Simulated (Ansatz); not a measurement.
**SiH3Cl (chlorosilane): wB97X-V/x2c-SVPall (sfX2C, density fitting with def2-universal-jkfit, accuracy low, xc omega 0.25)**

Aim: the vertical ionisation energy of SiH3Cl (chlorosilane) at wB97X-V/x2c-SVPall (sfX2C, density fitting with def2-universal-jkfit, accuracy low, xc omega 0.25), from 2 runs. 

Program for the calculation: Ansatz 0.2.0.

2 further runs of the same task are left out: 2 set aside as unsound or not needed.

**1. The molecule**

The species is SiH3Cl (5 atoms), meant as a singlet with charge 0. As SMILES, `[SiH3]Cl`. Geometry: relaxed at PBE0-D4/def2-TZVP.

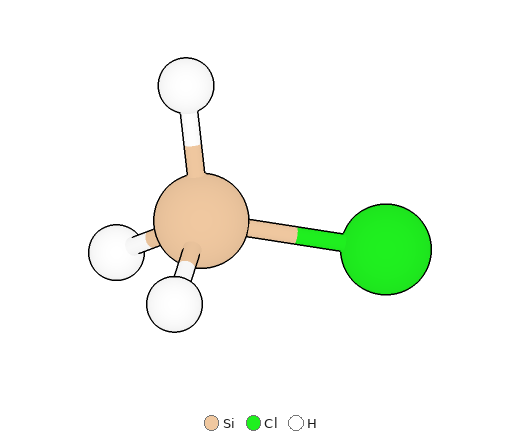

The structure, seen from a chosen angle (silicon light orange, chlorine green, hydrogen white).

**2. The energy at wB97X-V/x2c-SVPall (sfX2C, density fitting with def2-universal-jkfit, accuracy low, xc omega 0.25)**

job.yaml

```yaml
basis:
  gaussian:
    orbitals: x2c-SVPall.json
    fitting:
      mean_field: def2-universal-jkfit
    final_grid:
      core_spheres: 3
      valence_spheres: 3
      degree: 7
crystal:
  periodic: [false, false, false]
  atoms:
    - symbol: Si
      position_ang: [-0.112000, 0.018600, -0.030900]
    - symbol: Cl
      position_ang: [1.838300, -0.513500, 0.329900]
    - symbol: H
      position_ang: [-0.950900, -0.488300, 1.079100]
    - symbol: H
      position_ang: [-0.534700, -0.585700, -1.314900]
    - symbol: H
      position_ang: [-0.190800, 1.495400, -0.104700]
output:
  orbitals: {seedname: orbitals}
scf:
  lower_state_search: standard
hamiltonian:
  xc: {name: wB97X-V, parameters: {omega: 0.25/bohr}}
  pseudopotentials:
    relativity: scalar
accuracy: low
magnetization:
  spin_polarized: false
```

The basis set x2c-SVPall is read from a file made from the Basis Set Exchange's data (not shown).

The run is started by

```sh
ansatz run job.yaml --threads 1 --pin off --max-ram 2610MiB --events-out events.jsonl --progress --plain --runs-dir runs
```

Standard output:

```text
Warning: RAYON_NUM_THREADS=1 ignored (pool sized by the plan → 1); use --threads N
Functional definition: wB97X-V
  name "wB97X-V"
  parameter omega = 0.3/bohr
  parameter cx = 0.167
  parameter cx1 = 0.603
  parameter cx2 = 1.194
  parameter css0 = 0.556
  parameter css1 = -0.257
  parameter cos0 = 1.219
  parameter cos1 = -1.850
  parameter b = 6.0
  parameter c = 0.01
  exchange = spin_sum(e_x_unif_sr(omega)*poly(b97_u_x, 1 - cx, cx1, cx2)) + cx*exact_x_sr(omega) + exact_x_lr(omega)
  correlation = spin_sum(e_c_pw_same_spin*poly(b97_u_same, css0, css1))
      + integral(e_c_pw_opposite_spin*poly(b97_u_opposite, cos0, cos1)) + vv10(b, c)
  with omega = 0.25/bohr from the input
310 factors; integrals over basis functions are off by at most 3.5e-1 eV
310 factors; integrals over basis functions are off by at most 2.8e-7 eV
mean field evaluation 1: about -20494.8492 eV, gradient 1.0e1 eV
mean field evaluation 2: about -20495.0684 eV, gradient 5.8e0 eV
mean field evaluation 4: about -20495.1584 eV, gradient 9.4e-2 eV
mean field evaluation 8: about -20495.2284 eV, gradient 6.1e-3 eV
mean field evaluation 16: about -20495.2284 eV, gradient 9.6e-6 eV
mean field -20495.22835831 eV, -753.1857500031 hartree, gradient 9.6e-6 eV, S^2 0.000000; 0 other end points of the search recorded, 0 dependent functions left out
reference -20495.22835679 eV, -753.1857499473 hartree; 17, 17 occupied and 34, 34 virtual orbitals, 310 factors
Total energy: -20495.22835679 eV, -753.1857499473 hartree
Relativity: scalar
```

Wall time 0.8 s (1 thread of Intel Xeon 6975P-C (Granite Rapids), shared host).

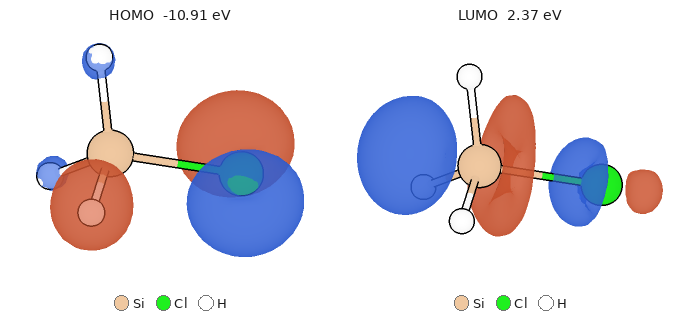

Frontier orbitals of this run, surfaces at ±0.2 Å^-3/2.

**3. The doublet cation**

Edit job.yaml of step 2 so:

```diff
@@ -22,6 +22,6 @@
       position_ang: [-0.190800, 1.495400, -0.104700]
-output:
-  orbitals: {seedname: orbitals}
-scf:
-  lower_state_search: standard
+total_charge: 1
+magnetization:
+  spin_polarized: true
+  initial_magnetization: 1
 hamiltonian:
@@ -31,3 +31,5 @@
 accuracy: low
-magnetization:
-  spin_polarized: false
+scf:
+  lower_state_search: standard
+output:
+  orbitals: {seedname: orbitals}
```

The basis set x2c-SVPall is read from a file made from the Basis Set Exchange's data (not shown).

The run is started by

```sh
ansatz run job.yaml --threads 1 --pin off --max-ram 2610MiB --events-out events.jsonl --progress --plain --runs-dir runs
```

Standard output, cut to the lines that bear on the results:

```text
Warning: RAYON_NUM_THREADS=1 ignored (pool sized by the plan → 1); use --threads N
[... 2 set-up lines as earlier in the session ...]
[...]
      + integral(e_c_pw_opposite_spin*poly(b97_u_opposite, cos0, cos1)) + vv10(b, c)
  with omega = 0.25/bohr from the input
310 factors; integrals over basis functions are off by at most 3.5e-1 eV
310 factors; integrals over basis functions are off by at most 2.8e-7 eV
[...]
mean field -20483.67234594 eV, -752.7610743814 hartree, gradient 6.8e-6 eV, S^2 0.757244; 2 other end points of the search recorded, 0 dependent functions left out
reference -20483.67234495 eV, -752.7610743450 hartree; 17, 16 occupied and 34, 35 virtual orbitals, 310 factors
Total energy: -20483.67234495 eV, -752.7610743450 hartree
Relativity: scalar
```

Wall time 11 s (1 thread of Intel Xeon 6975P-C (Granite Rapids), shared host).

**4. Summary of results**

At wB97X-V/x2c-SVPall (sfX2C, density fitting with def2-universal-jkfit, accuracy low, xc omega 0.25):

| quantity | value |
| --- | --- |
| singlet SiH3Cl: total energy | -753.18575 Eh |
| singlet SiH3Cl: HOMO energy | -10.91 eV |
| singlet SiH3Cl: LUMO energy | 2.37 eV |
| singlet SiH3Cl: HOMO–LUMO gap | 13.28 eV |
| doublet cation: total energy | -752.76107 Eh |
| doublet cation: HOMO energy (highest over α and β) | -17.87 eV |
| doublet cation: LUMO energy (lowest over α and β) | -12.17 eV |
| doublet cation: ⟨S²⟩ | 0.757 |
| vertical ionisation energy (to the doublet cation) | 11.556 eV |

**Reading.** Removing an electron at fixed nuclei costs 11.56 eV (266 kcal/mol). −ε(HOMO) before ionisation, 10.91 eV, is 0.64 eV below this ionisation energy. The accuracy setting (singlet SiH3Cl) is loose, so the last digits carry no meaning. The accuracy setting (doublet cation) is loose, so the last digits carry no meaning.
